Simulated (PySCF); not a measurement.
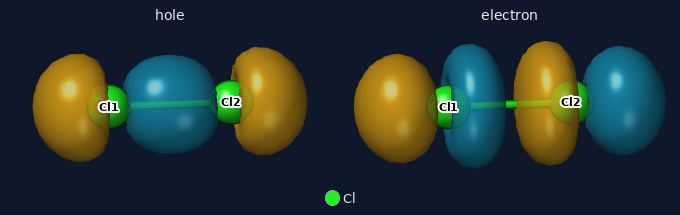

*Cl$_{2}$, SMILES `ClCl`. Leading natural transition orbital pair of T₅ (TDA triplet states); the surfaces enclose about 78 % of each orbital's density.*

Computed with PySCF, ωB97X/def2-TZVP, geometry: GFN2-xTB. No frequency check shows the geometry to be a minimum. GFN2-xTB bond lengths at metals and heavier atoms can be off by up to 0.1 Å and shapes distorted, which carries into these values. Without diffuse functions Rydberg states are missing, so the states' numbers hold for this basis only.

### Give its energy and the atoms that hole and electron lie on.

6.56 eV (189 nm), spin-forbidden from the singlet ground state; the leading pair carries 100 %; hole on Cl1 and Cl2 (50 % each), electron on Cl1 and Cl2 (50 % each); their centroids lie 0.0 Å apart. In canonical orbitals it is mainly HOMO−4 → LUMO (99 %). The HOMO–LUMO gap is 10.21 eV.
